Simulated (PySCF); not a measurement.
Vertical excitations of a molecule C₃H₅ClOSi from TDA-PBE0/def2-SVPD (PySCF), as energy in eV (oscillator strength): 4.72 (0.000), 5.88 (0.001), 5.96 (0.007), 6.42 (0.011), 6.48 (0.001), 6.76 (0.001), 6.79 (0.009), 7.06 (0.016), 7.17 (0.045), 7.31 (0.973). Lowest triplet (TDA): 4.08 eV. The structure is a stationary point at B3LYP-D3(BJ)/def2-SVP. Other conformers were not sampled.

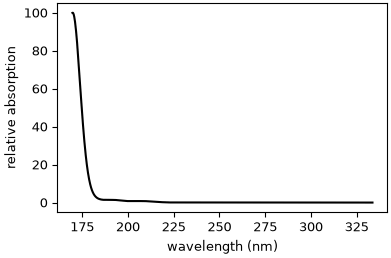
The lines broadened by 0.4 eV.

### Question
Pick the molecule that these values belong to.
(A) C=C1C[Si@H](Cl)O1
(B) Cl/C=C1\CO[SiH2]1
(C) C=C=C(Cl)[SiH2]O
(D) C#C[Si@@](C)(O)Cl

### Answer
C, C=C=C(Cl)[SiH2]O
